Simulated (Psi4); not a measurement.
## Property calculation, with input and output: C₃H₇Ga (part 2 of 2)

C₃H₇Ga; PBE0/def2-TZVPP, RKS, dispersion D4 (Psi4 1.11). The geometry was optimised with PBE0/def2-TZVP.

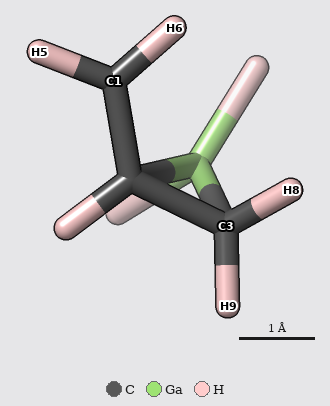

The structure (stick view, seen at a tilt; atoms are numbered from 1 in the order of the input). Sticks mark near contacts.

## Output, continued
```
 Multipole Moments:

 ------------------------------------------------------------------------------------
     Multipole            Electronic (a.u.)      Nuclear  (a.u.)        Total (a.u.)
 ------------------------------------------------------------------------------------

 L = 1.  Multiply by 2.5417464519 to convert [e a0] to [Debye]
 Dipole X            :          8.2189097           -8.5837379           -0.3648283
 Dipole Y            :         -3.0113265            2.9560545           -0.0552720
 Dipole Z            :         -1.5537111            1.6676471            0.1139359
 Magnitude           :                                                    0.3861814

 ------------------------------------------------------------------------------------

	total time  =         41 seconds =       0.68 minutes

Properties will be evaluated at   0.000000,   0.000000,   0.000000 [a0]
OEProp: No title given, name of density matrix used for the following properties is 'SCF density'

 Multipole Moments:

 ------------------------------------------------------------------------------------
     Multipole            Electronic (a.u.)      Nuclear  (a.u.)        Total (a.u.)
 ------------------------------------------------------------------------------------

 L = 1.  Multiply by 2.5417464519 to convert [e a0] to [Debye]
 Dipole X            :          8.2189097           -8.5837379           -0.3648283
 Dipole Y            :         -3.0113265            2.9560545           -0.0552720
 Dipole Z            :         -1.5537111            1.6676471            0.1139359
 Magnitude           :                                                    0.3861814

 ------------------------------------------------------------------------------------
  Mulliken Charges: (a.u.)
   Center  Symbol    Alpha    Beta     Spin     Total
       1     C     3.13403  3.13403  0.00000 -0.26805
       2     C     3.02668  3.02668  0.00000 -0.05336
       3     C     3.15413  3.15413  0.00000 -0.30825
       4    GA    15.39535 15.39535  0.00000  0.20929
       5     H     0.44618  0.44618  0.00000  0.10763
       6     H     0.43852  0.43852  0.00000  0.12296
       7     H     0.44193  0.44193  0.00000  0.11614
       8     H     0.44979  0.44979  0.00000  0.10041
       9     H     0.44916  0.44916  0.00000  0.10167
      10     H     0.53449  0.53449  0.00000 -0.06897
      11     H     0.52973  0.52973  0.00000 -0.05946

   Total alpha = 28.00000, Total beta = 28.00000, Total charge =  0.00000

  Lowdin Charges: (a.u.)
   Center  Symbol    Alpha    Beta     Spin     Total
       1     C     2.99086  2.99086  0.00000  0.01829
       2     C     3.03085  3.03085  0.00000 -0.06170
       3     C     3.05345  3.05345  0.00000 -0.10690
       4    GA    15.31208 15.31208  0.00000  0.37584
       5     H     0.49857  0.49857  0.00000  0.00285
       6     H     0.49412  0.49412  0.00000  0.01176
       7     H     0.48262  0.48262  0.00000  0.03477
       8     H     0.49321  0.49321  0.00000  0.01357
       9     H     0.49779  0.49779  0.00000  0.00441
      10     H     0.57546  0.57546  0.00000 -0.15091
      11     H     0.57099  0.57099  0.00000 -0.14199

  Total alpha = 28.00000, Total beta = 28.00000, Total charge =  0.00000

  Wiberg Bond Indices using Orthogonal Lowdin Orbitals:

  Irrep: 1 Size: 11 x 11

                 1                   2                   3                   4                   5

    1     0.00000000000000     1.74582222300116     0.22400260750761     0.30936956658799     0.96143939648893
    2     1.74582222300116     0.00000000000000     1.27199322553668     0.41815838834208     0.16654849823750
    3     0.22400260750761     1.27199322553668     0.00000000000000     0.84294309929665     0.01696951293510
    4     0.30936956658799     0.41815838834208     0.84294309929665     0.00000000000000     0.02287601032529
    5     0.96143939648893     0.16654849823750     0.01696951293510     0.02287601032529     0.00000000000000
    6     0.93938456694076     0.15659020111679     0.01765583796211     0.04677940366302     0.08684022969403
    7     0.16270440691781     0.89009475629001     0.11260888393759     0.04049651176786     0.00799552528639
    8     0.02006437049378     0.12021419498714     0.93210863342299     0.10722113381887     0.00175323650697
    9     0.01692420386128     0.12658174340002     0.95186319231592     0.08872054756427     0.00191506476668
   10     0.00925915599077     0.02866649657730     0.04292370233394     0.96885874585081     0.00051767232395
   11     0.02586726425443     0.02316506516399     0.04733491022415     0.95330329496315     0.00085772548218

                 6                   7                   8                   9                  10

    1     0.93938456694076     0.16270440691781     0.02006437049378     0.01692420386128     0.00925915599077
    2     0.15659020111679     0.89009475629001     0.12021419498714     0.12658174340002     0.02866649657730
    3     0.01765583796211     0.11260888393759     0.93210863342299     0.95186319231592     0.04292370233394
    4     0.04677940366302     0.04049651176786     0.10722113381887     0.08872054756427     0.96885874585081
    5     0.08684022969403     0.00799552528639     0.00175323650697     0.00191506476668     0.00051767232395
    6     0.00000000000000     0.01375427299724     0.00255571473071     0.00174239179381     0.00104918824510
    7     0.01375427299724     0.00000000000000     0.00977901111161     0.00623472259143     0.00197118404266
    8     0.00255571473071     0.00977901111161     0.00000000000000     0.08978114402778     0.00499451073759
    9     0.00174239179381     0.00623472259143     0.08978114402778     0.00000000000000     0.00254631412607
   10     0.00104918824510     0.00197118404266     0.00499451073759     0.00254631412607     0.00000000000000
   11     0.00517332623855     0.00237060549193     0.00332565959266     0.00388211603533     0.03177946010029

                11

    1     0.02586726425443
    2     0.02316506516399
    3     0.04733491022415
    4     0.95330329496315
    5     0.00085772548218
    6     0.00517332623855
    7     0.00237060549193
    8     0.00332565959266
    9     0.00388211603533
   10     0.03177946010029
   11     0.00000000000000

  Atomic Valences:

 #  #
 Irrep: 1
      1:    4.414837762044510
      2:    4.947834792652679
      3:    4.460403605472752
      4:    3.798726702179989
      5:    1.267712872047030
      6:    1.271525133382130
      7:    1.248009880434530
      8:    1.291797609430091
      9:    1.290191440482611
     10:    1.092566430328498
     11:    1.097059427546670

  Variable Map:
  ----------------------------------------------------------------------------
  "CURRENT ENERGY"                                  =>   -2042.988508947537
  "CURRENT REFERENCE ENERGY"                        =>   -2042.988508947537
  "DD SOLVATION ENERGY"                             =>       0.000000000000
  "DFT FUNCTIONAL TOTAL ENERGY"                     =>   -2042.981409287705
  "DFT TOTAL ENERGY"                                =>   -2042.988508947537
  "DFT VV10 ENERGY"                                 =>       0.000000000000
  "DFT XC ENERGY"                                   =>     -70.681044741238
  "DISPERSION CORRECTION ENERGY"                    =>      -0.007099659831
  "GRID ELECTRONS ALPHA"                            =>      27.999999540740
  "GRID ELECTRONS BETA"                             =>      27.999999540740
  "GRID ELECTRONS TOTAL"                            =>      55.999999081479
  "NUCLEAR REPULSION ENERGY"                        =>     249.870929842854
  "ONE-ELECTRON ENERGY"                             =>   -3339.632926124459
  "PBE0-D4(BJ,EEQ)ATM DISPERSION CORRECTION ENERGY" =>      -0.007099659831
  "PCM POLARIZATION ENERGY"                         =>       0.000000000000
  "PE ENERGY"                                       =>       0.000000000000
  "SCF ITERATION ENERGY"                            =>   -2042.988508947537
  "SCF ITERATIONS"                                  =>      12.000000000000
  "SCF TOTAL ENERGY"                                =>   -2042.988508947537
  "TWO-ELECTRON ENERGY"                             =>    1117.461631735137
  "XC GRID RADIAL POINTS"                           =>      99.000000000000
  "XC GRID SPHERICAL POINTS"                        =>     590.000000000000
  "XC GRID TOTAL POINTS"                            =>  605048.000000000000

  Array Variable Map:
  ----------------------------------------------------------------------------
  "CURRENT DIPOLE"                                  =>      -0.364828252359 ... 0.113935909380 1 by 3
  "DIPOLE"                                          =>      -0.364828252359 ... 0.113935909380 1 by 3
  "SCF DIPOLE"                                      =>      -0.364828252359 ... 0.113935909380 1 by 3
  "SCF TOTAL ENERGIES"                              =>   -2039.456629197214 ... -2042.988508947537 1 by 13

    Psi4 run time: 0:00:40.84
```

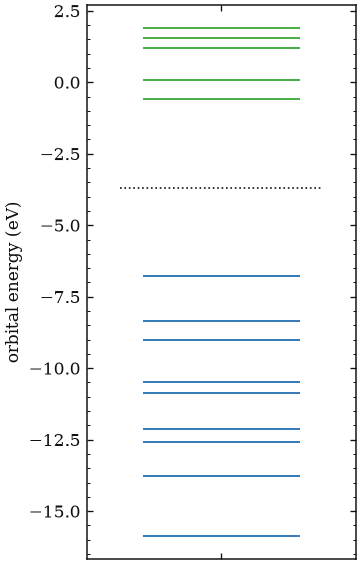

Orbital energies near the frontier; the dotted line parts filled from empty levels, and levels within 0.02 eV of each other stand side by side. Highest filled −6.77 eV, lowest empty −0.60 eV, 6.17 eV apart.

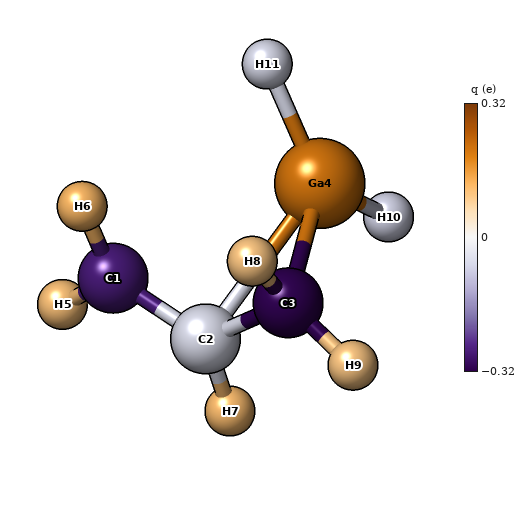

Mulliken charges, as the colour of each atom (ball-and-stick view, seen at a tilt; atoms are numbered from 1 in the order of the input; Mulliken charges depend strongly on the basis). By element: C −0.31 to −0.05, Ga +0.21 and H −0.07 to +0.12 e.

This output came from the following input.

## Input (calc.in)
```
memory 5.5 GB

molecule {
  0 1
  C     -0.581983     1.147859    -0.290279
  C     -0.759500    -0.174591    -0.062936
  C     -0.064016    -0.953607     0.963490
  Ga     1.508142    -0.507910    -0.230646
  H     -1.024326     1.628256    -1.153229
  H     -0.074367     1.784884     0.426614
  H     -1.300653    -0.741221    -0.818609
  H      0.069727    -0.455418     1.920655
  H     -0.390095    -1.982691     1.061524
  H      1.683261    -1.264316    -1.585727
  H      2.422941     0.632202     0.316213
  symmetry c1
}

set basis def2-TZVPP
set scf_type df
set dft_radial_points 99
set dft_spherical_points 590

result, w = energy('pbe0-d4', return_wfn=True)
oeprop(w, 'DIPOLE', 'MULLIKEN_CHARGES', 'LOWDIN_CHARGES', 'WIBERG_LOWDIN_INDICES')
print_variables()
```

Launched with:
```bash
psi4 -n 2 calc.in calc.out
```

## Summary

| quantity | value |
| --- | --- |
| outcome | converged |
| total energy | −2042.988509 hartree |
| dispersion energy | −0.007100 hartree |
| basis functions | 239 |
| HOMO | −6.77 eV |
| LUMO | −0.60 eV |
| dipole moment | 0.98 D |
| hardware | 2 threads of Intel Xeon @ 2.50GHz (Skylake/Cascade Lake), 32 GiB of memory available, shared host |
| wall time | 44 s (CPU time 2.4 min) |
| peak memory | 3.7 GiB |
